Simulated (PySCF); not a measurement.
# C2H3Br (vinyl bromide): levels of theory compared

Aim: a comparison of 5 runs (B3LYP/6-31G*, PBE/def2-SVP, PBE0/def2-SVP, B3LYP/def2-TZVP) of C2H3Br (vinyl bromide). The job is set up through a Python script.

The results are computed with PySCF 2.14.0.

## 1. The structure to begin with

C2H3Br: 6 atoms, total charge 0, spin state singlet. SMILES: `C=CBr`. Geometry: relaxed at PBE0-D4/def2-TZVP.

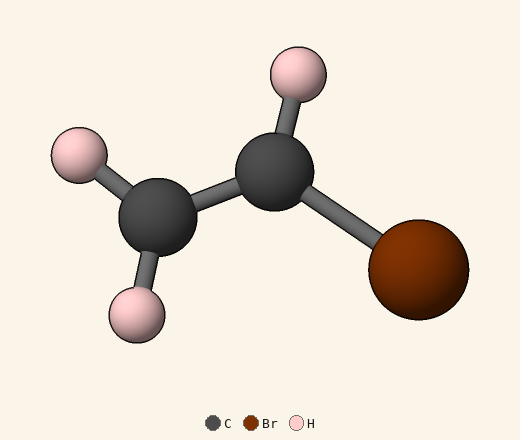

The structure, seen from a chosen angle (carbon dark grey, bromine brown, hydrogen pink).

## 2. Energy and forces at B3LYP/6-31G(d) (spherical functions) (run 1)

Input file input.py:

```python
from pyscf import gto, dft

mol = gto.M(
    atom=[
    ('C', (-0.550460, 0.207600, -0.473000)),
    ('C', (0.418150, 0.025740, 0.403150)),
    ('Br', (1.201850, -1.649360, 0.746820)),
    ('H', (-0.963860, -0.603240, -1.059290)),
    ('H', (-0.955390, 1.202650, -0.619610)),
    ('H', (0.849720, 0.816610, 1.001930)),
],
    basis='6-31g*',
    spin=0,
    max_memory=1860,
    charge=0,
    verbose=3,
)

calc0 = dft.RKS(mol, xc='b3lyp')
calc0.grids.level = 5
calc0.conv_tol = 1e-10
calc0.kernel()
if not calc0.converged:
    calc0 = calc0.newton().run(calc0.mo_coeff, calc0.mo_occ)

energy = calc0.e_tot
print(f'total energy: {energy:.8f} hartree')
grad = calc0.nuc_grad_method().kernel()
calc0.analyze()
```

Run with:

```sh
$ OMP_NUM_THREADS=1 python input.py
```

What it wrote:

```text
converged SCF energy = -2651.85980193966
[... 16 lines left out ...]
MO #6   energy= -10.2397607969535  occ= 2
[... 11 lines left out ...]
MO #18  energy= -0.741185499563882 occ= 2
[... 11 lines left out ...]
MO #30  energy= 0.21420052562122   occ= 0
[... 11 lines left out ...]
MO #42  energy= 0.671731358877182  occ= 0
[... 11 lines left out ...]
MO #54  energy= 1.84709096816379   occ= 0
[... 11 lines left out ...]
MO #66  energy= 4.96049772078917   occ= 0
[... 7 lines left out ...]
Dipole moment(X, Y, Z, Debye): -0.70977,  1.31867, -0.35867
```

It took 35 s on 1 thread of Intel Xeon at 2.50GHz (Skylake/Cascade Lake), shared host; peak memory 0.66 GiB.

## 3. Energy and gradient at B3LYP/6-31G(d) (Cartesian functions) (run 2)

Input file mol.xyz:

```xyz
6
C2H3Br
C     -0.550460     0.207600    -0.473000
C      0.418150     0.025740     0.403150
Br     1.201850    -1.649360     0.746820
H     -0.963860    -0.603240    -1.059290
H     -0.955390     1.202650    -0.619610
H      0.849720     0.816610     1.001930
```

Input file calc.py:

```python
import pyscf.grad
from pyscf import gto, dft

mol = gto.M(
    atom='mol.xyz',
    verbose=3,
    cart=True,
    max_memory=1860,
    spin=0,
    charge=0,
    basis='6-31g*',
)

calc0 = dft.RKS(mol, xc='b3lyp')
calc0.conv_tol = 1e-10
calc0.grids.level = 5
calc0.kernel()
if not calc0.converged:
    calc0 = calc0.newton().run(calc0.mo_coeff, calc0.mo_occ)

e_final = calc0.e_tot
print(f'total energy: {e_final:.8f} hartree')
grad = calc0.Gradients().kernel()
calc0.analyze()
```

Run with:

```sh
$ OMP_NUM_THREADS=1 python calc.py
```

What it wrote:

```text
converged SCF energy = -2651.87001618229
[... 21 lines left out ...]
MO #11  energy= -6.52713585065698  occ= 2
[... 11 lines left out ...]
MO #23  energy= -0.344065389776741 occ= 2
[... 11 lines left out ...]
MO #35  energy= 0.372274192171995  occ= 0
[... 11 lines left out ...]
MO #47  energy= 0.901201087314728  occ= 0
[... 11 lines left out ...]
MO #59  energy= 2.28103840524828   occ= 0
[... 11 lines left out ...]
MO #71  energy= 90.3130427006935   occ= 0
[... 7 lines left out ...]
Dipole moment(X, Y, Z, Debye): -0.71315,  1.32197, -0.36109
```

Run time: 34 s. Hardware: 1 thread of Intel Xeon at 2.50GHz (Skylake/Cascade Lake), shared host; peak memory 0.7 GiB.

Run 3 isn't shown in full; the table further down has it.

## 4. Energy and gradient at PBE0/def2-SVP (run 4)

Input file job.py:

```python
import pyscf.grad
from pyscf import gto, dft

molecule = gto.Mole()
molecule.atom = '''
C     -0.550460     0.207600    -0.473000
C      0.418150     0.025740     0.403150
Br     1.201850    -1.649360     0.746820
H     -0.963860    -0.603240    -1.059290
H     -0.955390     1.202650    -0.619610
H      0.849720     0.816610     1.001930
'''
molecule.charge = 0
molecule.max_memory = 1860
molecule.spin = 0
molecule.verbose = 3
molecule.basis = 'def2-svp'
molecule.build()

ks = dft.RKS(molecule)
ks.xc = 'pbe0'
ks.grids.level = 5
ks.conv_tol = 1e-10
ks.kernel()
if not ks.converged:
    ks = ks.newton().run(ks.mo_coeff, ks.mo_occ)

etot = ks.e_tot
print('Final energy', etot)
grad = ks.Gradients().kernel()
dip = ks.dip_moment()
pop, q = ks.mulliken_pop()
```

Run with:

```sh
$ OMP_NUM_THREADS=1 python job.py
```

What it wrote:

```text
converged SCF energy = -2651.3770096042
Final energy -2651.377009604199
[... 9 lines left out ...]
Dipole moment(X, Y, Z, Debye): -0.63060,  1.16301, -0.32071
[... 82 lines left out ...]
charge of    5H =      0.08745
```

Wall time 34 s (1 thread of Intel Xeon at 2.50GHz (Skylake/Cascade Lake), shared host); peak memory 0.73 GiB.

## 5. Energy and forces at B3LYP/def2-TZVP (run 5)

Input file job.py:

```python
# C=CBr
from pyscf import gto, dft

mol = gto.M(
    atom='''
C   -0.550460   0.207600  -0.473000
C    0.418150   0.025740   0.403150
Br   1.201850  -1.649360   0.746820
H   -0.963860  -0.603240  -1.059290
H   -0.955390   1.202650  -0.619610
H    0.849720   0.816610   1.001930
''',
    charge=0,
    basis='def2-tzvp',
    verbose=4,
    max_memory=1860,
)

calc0 = dft.RKS(mol)
calc0.xc = 'b3lyp'
calc0.grids.level = 5
calc0.conv_tol = 1e-10
calc0.kernel()
if not calc0.converged:
    calc0 = calc0.newton().run(calc0.mo_coeff, calc0.mo_occ)

energy = calc0.e_tot
print('Final energy', energy)
grad = calc0.nuc_grad_method().kernel()
dip = calc0.dip_moment()
pop, q = calc0.mulliken_pop()
```

Run with:

```sh
$ OMP_NUM_THREADS=1 python job.py
```

What it wrote:

```text
PySCF version 2.14.0

[... 74 lines left out ...]
converged SCF energy = -2652.20536018433
Final energy -2652.2053601843327
[... 13 lines left out ...]
Dipole moment(X, Y, Z, Debye): -0.65426,  1.22206, -0.32906
[... 135 lines left out ...]
charge of    5H =      0.14306
```

Wall time 90 s (1 thread of Intel Xeon at 2.50GHz (Skylake/Cascade Lake), shared host); peak memory 1.4 GiB.

## 6. The series

```csv
run,level,Cartesian functions,energy (Eh),dipole moment (D),HOMO energy (eV),LUMO energy (eV),wall time
1,B3LYP/6-31G* (spherical functions),no,-2651.859802,1.54,-6.99,-0.06,35 s
2,B3LYP/6-31G* (Cartesian functions),yes,-2651.870016,1.54,-6.99,-0.06,34 s
3,PBE/def2-SVP,no,-2651.277852,1.20,-6.13,-1.11,33 s
4,PBE0/def2-SVP,no,-2651.377010,1.36,-7.34,-0.12,34 s
5,B3LYP/def2-TZVP,no,-2652.205360,1.42,-7.20,-0.58,90 s
```

## 7. Summary of results

```
                       quantity           value
            run 5: total energy  -2652.20536 Eh
           run 5: dipole moment          1.42 D
             run 5: HOMO energy        -7.20 eV
             run 5: LUMO energy        -0.58 eV
           run 5: HOMO–LUMO gap         6.62 eV
run 5: largest force on an atom      0.411 eV/Å
```

What this shows: The dipole moment (its size) runs from 1.20 D (PBE/def2-SVP) to 1.54 D (B3LYP/6-31G*). The two ends differ in method and basis. The HOMO–LUMO gap runs from 5.03 eV (PBE/def2-SVP) to 7.22 eV (PBE0/def2-SVP). Totals of different functionals can't be ranked against each other. All runs together took 3.8 min, the longest 90 s.
